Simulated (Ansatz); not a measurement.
## Nudged elastic band of C₃H₆ClFOSi (part 1 of 2)

System: C₃H₆ClFOSi, SMILES CCC(=O)[SiH](F)Cl.
Method: RKS BLYP-D4/6-31G (Ansatz 0.2.0).

It belongs to a series of runs on one base structure; here: band between the two ends.

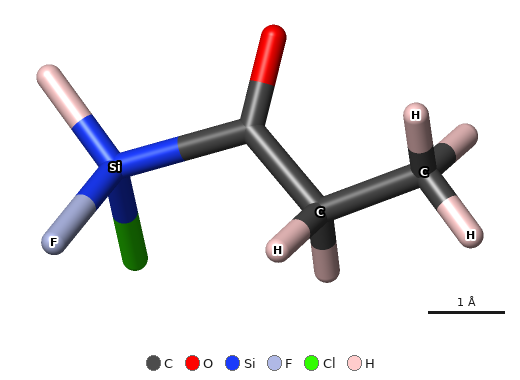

*The input geometry (stick view, seen at a tilt).*

Summary:

```json
{"quantity": "outcome", "value": "converged"}
{"quantity": "barrier, forward", "value": "0.085 eV"}
{"quantity": "barrier, backward", "value": "0.085 eV"}
{"quantity": "hardware", "value": "1 thread of Arm Neoverse V1, 24 GiB of memory available, shared host"}
{"quantity": "wall time", "value": "14 min"}
{"quantity": "peak memory", "value": "0.15 GiB"}
```

Notes:

The order of the saddle point was not checked.

Input file:
```yaml
crystal:
  periodic: [false, false, false]
  atoms:
    - { symbol: C, position_ang: [0.399224, -1.473512, 1.491972] }
    - { symbol: C, position_ang: [-0.349709, -0.544289, 0.516225] }
    - { symbol: C, position_ang: [0.552959, 0.415943, -0.23175] }
    - { symbol: O, position_ang: [1.796477, 0.477832, -0.106738] }
    - { symbol: Si, position_ang: [-0.252735, 1.658571, -1.533812] }
    - { symbol: F, position_ang: [-1.601827, 2.462192, -0.84164] }
    - { symbol: Cl, position_ang: [-0.986219, 0.459777, -3.237192] }
    - { symbol: H, position_ang: [1.139145, -2.090078, 0.957262] }
    - { symbol: H, position_ang: [-0.308542, -2.143784, 2.004791] }
    - { symbol: H, position_ang: [0.94146, -0.890098, 2.253153] }
    - { symbol: H, position_ang: [-1.117717, 0.066106, 1.035311] }
    - { symbol: H, position_ang: [-0.914077, -1.119097, -0.247131] }
    - { symbol: H, position_ang: [0.721861, 2.685636, -2.04575] }
basis:
  gaussian: { orbitals: "6-31G" }
hamiltonian:
  xc: blyp
  dispersion: d4
neb:
  order_check: false
  images: 7
  f_tol: 0.05
  max_iterations: 47
  final_atoms:
    - { symbol: C, position_ang: [0.40500123, -1.48776818, 1.47711849] }
    - { symbol: C, position_ang: [-0.33711709, -0.60468138, 0.45434809] }
    - { symbol: C, position_ang: [0.52449865, 0.48089272, -0.15871358] }
    - { symbol: O, position_ang: [1.73496443, 0.66761827, 0.09727893] }
    - { symbol: Si, position_ang: [-0.28075849, 1.69198512, -1.49039645] }
    - { symbol: F, position_ang: [-1.78832198, 2.28705822, -0.92682259] }
    - { symbol: Cl, position_ang: [-0.6607667, 0.51601711, -3.32015919] }
    - { symbol: H, position_ang: [-0.27134374, -2.25446957, 1.88574439] }
    - { symbol: H, position_ang: [0.79126852, -0.88254215, 2.31223759] }
    - { symbol: H, position_ang: [1.26387201, -1.99340841, 1.00901312] }
    - { symbol: H, position_ang: [-1.22159185, -0.10676388, 0.90313421] }
    - { symbol: H, position_ang: [-0.74638045, -1.20433107, -0.38522662] }
    - { symbol: H, position_ang: [0.60697545, 2.85559219, -1.84285538] }
  initial_path:
    images:
      - { positions_ang: [[0.399224, -1.473512, 1.491972], [-0.349709, -0.544289, 0.516225], [0.552959, 0.415943, -0.23175], [1.796477, 0.477832, -0.106738], [-0.252735, 1.658571, -1.533812], [-1.601827, 2.462192, -0.84164], [-0.986219, 0.459777, -3.237192], [1.139145, -2.090078, 0.957262], [-0.308542, -2.143784, 2.004791], [0.94146, -0.890098, 2.253153], [-1.117717, 0.066106, 1.035311], [-0.914077, -1.119097, -0.247131], [0.721861, 2.685636, -2.04575]] }
      - { positions_ang: [[0.40577823, -1.4623883, 1.49352401], [-0.3566583, -0.51416891, 0.53288898], [0.54436394, 0.39190175, -0.26614071], [1.80828199, 0.4029334, -0.18404122], [-0.24896864, 1.62828469, -1.54450247], [-1.53926993, 2.44991694, -0.82587794], [-1.02571843, 0.47784588, -3.19879641], [1.20320899, -1.82785633, 1.14161483], [-0.13041921, -2.21092686, 1.75226145], [0.67124143, -1.05861931, 2.29934395], [-1.06693985, 0.1278417, 1.08174321], [-0.95618997, -1.08428721, -0.18324204], [0.71158974, 2.64472156, -2.08407464]] }
      - { positions_ang: [[0.41233247, -1.45126459, 1.49507602], [-0.36360761, -0.48404882, 0.54955296], [0.53576888, 0.36786049, -0.30053142], [1.82008698, 0.3280348, -0.26134444], [-0.24520228, 1.59799839, -1.55519294], [-1.47671285, 2.43764188, -0.81011589], [-1.06521786, 0.49591476, -3.16040082], [1.26727297, -1.56563465, 1.32596766], [0.04770357, -2.27806973, 1.49973191], [0.40102286, -1.22714062, 2.3455349], [-1.0161627, 0.1895774, 1.12817542], [-0.99830293, -1.04947741, -0.11935308], [0.70131849, 2.60380712, -2.12239929]] }
      - { positions_ang: [[0.4188867, -1.44014089, 1.49662803], [-0.37055691, -0.45392873, 0.56621694], [0.52717382, 0.34381924, -0.33492213], [1.83189197, 0.2531362, -0.33864766], [-0.24143592, 1.56771208, -1.56588341], [-1.41415578, 2.42536682, -0.79435383], [-1.10471729, 0.51398364, -3.12200522], [1.33133696, -1.30341298, 1.51032049], [0.22582636, -2.34521259, 1.24720236], [0.13080429, -1.39566194, 2.39172585], [-0.96538554, 0.25131309, 1.17460763], [-1.0404159, -1.01466762, -0.05546411], [0.69104723, 2.56289268, -2.16072393]] }
      - { positions_ang: [[0.42544094, -1.42901719, 1.49818004], [-0.37750622, -0.42380864, 0.58288093], [0.51857876, 0.31977798, -0.36931284], [1.84369697, 0.1782376, -0.41595088], [-0.23766956, 1.53742577, -1.57657388], [-1.3515987, 2.41309176, -0.77859177], [-1.14421672, 0.53205252, -3.08360963], [1.39540094, -1.0411913, 1.69467332], [0.40394915, -2.41235545, 0.99467281], [-0.13941428, -1.56418325, 2.4379168], [-0.91460839, 0.31304879, 1.22103984], [-1.08252887, -0.97985783, 0.00842485], [0.68077597, 2.52197824, -2.19904857]] }
      - { positions_ang: [[0.42033101, -1.44370494, 1.49291465], [-0.36740894, -0.46902683, 0.55074772], [0.52005873, 0.36005667, -0.31666303], [1.81651383, 0.30058277, -0.28764343], [-0.24844179, 1.57606561, -1.55502953], [-1.46077952, 2.38158337, -0.81564948], [-1.02335422, 0.52804367, -3.14274702], [0.97871477, -1.34451087, 1.74244109], [0.50077899, -2.02990213, 1.324064], [0.21140729, -1.67148954, 2.08069088], [-0.99135425, 0.20809562, 1.14156343], [-0.99849176, -1.03597614, -0.08998802], [0.66232584, 2.60538172, -2.11000027]] }
      - { positions_ang: [[0.41522108, -1.45839268, 1.48764926], [-0.35731165, -0.51424501, 0.51861451], [0.52153871, 0.40033535, -0.26401321], [1.7893307, 0.42292793, -0.15933598], [-0.25921402, 1.61470545, -1.53348517], [-1.56996034, 2.35007499, -0.85270718], [-0.90249171, 0.52403481, -3.20188441], [0.5620286, -1.64783044, 1.79020886], [0.59760883, -1.6474488, 1.6534552], [0.56222886, -1.77879583, 1.72346496], [-1.06810012, 0.10314246, 1.06208702], [-0.91445466, -1.09209445, -0.18840088], [0.64387571, 2.68878521, -2.02095198]] }
      - { positions_ang: [[0.41011115, -1.47308043, 1.48238387], [-0.34721437, -0.5594632, 0.4864813], [0.52301868, 0.44061404, -0.21136339], [1.76214756, 0.5452731, -0.03102853], [-0.26998626, 1.65334529, -1.51194081], [-1.67914116, 2.31856661, -0.88976489], [-0.7816292, 0.52002596, -3.2610218], [0.14534243, -1.95115, 1.83797663], [0.69443868, -1.26499548, 1.98284639], [0.91305044, -1.88610212, 1.36623904], [-1.14484598, -0.00181071, 0.98261062], [-0.83041755, -1.14821276, -0.28681375], [0.62542558, 2.7721887, -1.93190368]] }
      - { positions_ang: [[0.40500123, -1.48776818, 1.47711849], [-0.33711709, -0.60468138, 0.45434809], [0.52449865, 0.48089272, -0.15871358], [1.73496443, 0.66761827, 0.09727893], [-0.28075849, 1.69198512, -1.49039645], [-1.78832198, 2.28705822, -0.92682259], [-0.6607667, 0.51601711, -3.32015919], [-0.27134374, -2.25446957, 1.88574439], [0.79126852, -0.88254215, 2.31223759], [1.26387201, -1.99340841, 1.00901312], [-1.22159185, -0.10676388, 0.90313421], [-0.74638045, -1.20433107, -0.38522662], [0.60697545, 2.85559219, -1.84285538]] }
```

Launched with:
```bash
ansatz run input.yaml --threads 1 --pin off --max-ram 2048MiB --backend cpu --events-out ev --progress --plain --runs-dir out
```

What the program printed:
```
Engine: ansatz 0.2.0, aarch64-unknown-linux-gnu
Functional definition: BLYP
  parameter beta = 0.0042
  parameter a = 0.04918
  parameter b = 0.132
  parameter c = 0.2533
  parameter d = 0.349
  exchange = b88_x(beta = beta)
  correlation = lyp_c(a = a, b = b, c = c, d = d)
1098 factors; integrals over basis functions are off by at most 1.5e-4 eV
mean field evaluation 1: about -28357.4875 eV, gradient 7.1e1 eV
mean field evaluation 2: about -28281.2931 eV, gradient 1.8e2 eV
mean field evaluation 4: about -28368.4640 eV, gradient 7.9e0 eV
mean field evaluation 8: about -28368.6620 eV, gradient 2.1e-1 eV
mean field evaluation 16: about -28368.6462 eV, gradient 5.4e-4 eV
mean field -28368.64621262 eV, -1042.5285193548 hartree, gradient 3.6e-5 eV, S^2 0.000000; 0 other end points of the search recorded, 0 dependent functions left out
the calculation of the forces begins
reference -28368.64656491 eV, -1042.5285323011 hartree; 36, 36 occupied and 47, 47 virtual orbitals, 1098 factors
1098 factors; integrals over basis functions are off by at most 1.5e-4 eV
mean field evaluation 32: about -28368.6463 eV, gradient 4.9e-4 eV
mean field -28368.64626787 eV, -1042.5285213851 hartree, gradient 3.5e-5 eV, S^2 0.000000; 0 other end points of the search recorded, 0 dependent functions left out
[... from here on the field's lines of each further geometry are left out, up to the last ...]
NEB iter   1: max|band force component| = 1.233e3 eV/Å  barrier→ = 357.5463 eV  barrier← = 357.5462 eV  Δτ_max = 0.2000 Å  (272 SCF iters)
NEB iter   2: max|band force component| = 3.148e2 eV/Å  barrier→ = 96.2575 eV  barrier← = 96.2574 eV  Δτ_max = 0.2000 Å  (221 SCF iters)
NEB iter   3: max|band force component| = 1.150e2 eV/Å  barrier→ = 49.2540 eV  barrier← = 49.2539 eV  Δτ_max = 0.1941 Å  (216 SCF iters)
NEB iter   4: max|band force component| = 8.911e1 eV/Å  barrier→ = 42.3603 eV  barrier← = 42.3602 eV  Δτ_max = 0.1983 Å  (211 SCF iters)
NEB iter   5: max|band force component| = 4.889e1 eV/Å  barrier→ = 26.3725 eV  barrier← = 26.3724 eV  Δτ_max = 0.2000 Å  (211 SCF iters)
NEB iter   6: max|band force component| = 2.729e1 eV/Å  barrier→ = 17.6257 eV  barrier← = 17.6256 eV  Δτ_max = 0.1986 Å  (216 SCF iters)
NEB iter   7: max|band force component| = 1.478e1 eV/Å  barrier→ = 12.5156 eV  barrier← = 12.5155 eV  Δτ_max = 0.2000 Å  (203 SCF iters)
NEB iter   8: max|band force component| = 8.384e0 eV/Å  barrier→ = 10.2085 eV  barrier← = 10.2084 eV  Δτ_max = 0.0998 Å  (209 SCF iters)
NEB iter   9: max|band force component| = 6.964e0 eV/Å  barrier→ = 8.9046 eV  barrier← = 8.9045 eV  Δτ_max = 0.1001 Å  (193 SCF iters)
NEB iter  10: max|band force component| = 8.097e0 eV/Å  barrier→ = 7.0576 eV  barrier← = 7.0575 eV  Δτ_max = 0.0499 Å  (194 SCF iters)
NEB iter  11: max|band force component| = 8.152e0 eV/Å  barrier→ = 6.2696 eV  barrier← = 6.2695 eV  Δτ_max = 0.1033 Å  (187 SCF iters)
NEB iter  12: max|band force component| = 7.300e0 eV/Å  barrier→ = 4.6261 eV  barrier← = 4.6260 eV  Δτ_max = 0.2000 Å  (193 SCF iters)
NEB iter  13: max|band force component| = 5.221e0 eV/Å  barrier→ = 2.5162 eV  barrier← = 2.5161 eV  Δτ_max = 0.1989 Å  (206 SCF iters)
NEB iter  14: max|band force component| = 2.669e0 eV/Å  barrier→ = 1.1803 eV  barrier← = 1.1802 eV  Δτ_max = 0.2000 Å  (197 SCF iters)
NEB iter  15: max|band force component| = 2.765e0 eV/Å  barrier→ = 0.5428 eV  barrier← = 0.5426 eV  Δτ_max = 0.1973 Å  (203 SCF iters)
NEB iter  16: max|band force component| = 1.201e0 eV/Å  barrier→ = 0.2129 eV  barrier← = 0.2128 eV  Δτ_max = 0.1962 Å  (197 SCF iters)
NEB iter  17: max|band force component| = 6.161e-1 eV/Å  barrier→ = 0.1401 eV  barrier← = 0.1400 eV  Δτ_max = 0.1387 Å  (196 SCF iters)
NEB iter  18: max|band force component| = 3.734e-1 eV/Å  barrier→ = 0.0961 eV  barrier← = 0.0960 eV  CI = image 6  Δτ_max = 0.1498 Å  (201 SCF iters)
NEB iter  19: max|band force component| = 3.638e-1 eV/Å  barrier→ = 0.1012 eV  barrier← = 0.1011 eV  CI = image 6  Δτ_max = 0.0761 Å  (196 SCF iters)
NEB iter  20: max|band force component| = 2.709e-1 eV/Å  barrier→ = 0.0864 eV  barrier← = 0.0862 eV  CI = image 6  Δτ_max = 0.0344 Å  (194 SCF iters)
NEB iter  21: max|band force component| = 8.306e-2 eV/Å  barrier→ = 0.0854 eV  barrier← = 0.0853 eV  CI = image 6  Δτ_max = 0.0751 Å  (185 SCF iters)
the calculation of the forces begins
reference -28368.61804835 eV, -1042.5274843369 hartree; 36, 36 occupied and 47, 47 virtual orbitals, 1098 factors
1098 factors; integrals over basis functions are off by at most 1.5e-4 eV
mean field evaluation 1312: about -28368.5765 eV, gradient 6.3e-2 eV
mean field -28368.56377152 eV, -1042.5254897003 hartree, gradient 1.4e-5 eV, S^2 0.000000; 1 other end points of the search recorded, 0 dependent functions left out
the calculation of the forces begins
reference -28368.56412602 eV, -1042.5255027279 hartree; 36, 36 occupied and 47, 47 virtual orbitals, 1098 factors
NEB iter  22: max|band force component| = 3.607e-2 eV/Å  barrier→ = 0.0847 eV  barrier← = 0.0846 eV  CI = image 6  Δτ_max = 0.0000 Å  (385 SCF iters)
```
